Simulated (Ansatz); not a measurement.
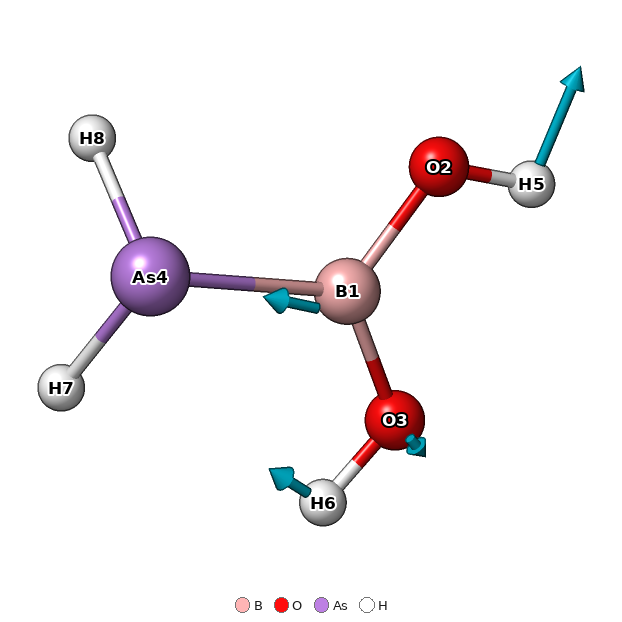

The arrows show one normal mode. Harmonic vibrations computed with RKS PBE0-D4/def2-TZVP (Ansatz 0.2.0) at a stationary point of the same level.

Question: Estimate its harmonic wavenumber.

Answer: 1282 cm⁻¹; it is mode 13 of 18 counted from the lowest.
